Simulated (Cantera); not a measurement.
A closed system holds: 1 mol SiHCl₃, 0.24 mol N₂, a varied amount of NH₃, at 1275 K and 0.490 bar.

These are equilibrium values from Cantera (NASA tables, ideal gas, pure condensed phases), not measurements of a reactor. Candidate condensed phases: NH₄Cl, Si, Si₃N₄; 28 gas species. The tables' values for SiCl₃ are old estimates; treat these amounts as uncertain. The numbers say what is thermodynamically allowed, not how fast it happens.

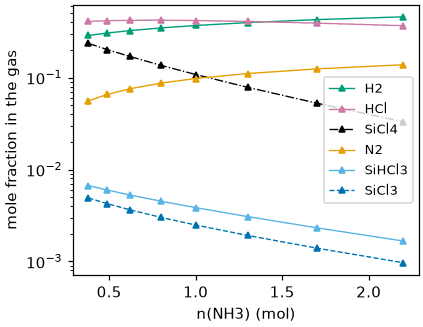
Figure. Equilibrium gas composition (values under 1e-9 drawn at 1e-9)

From 0.38 mol NH₃ to 2.2 mol NH₃ the condensed part is Si₃N₄(s). The main Si-bearing gas is SiCl₄ throughout. The share of Si in condensed phases is highest at 2.2 mol NH₃ (78.8 %) and lowest at 0.38 mol NH₃ (46.4 %).
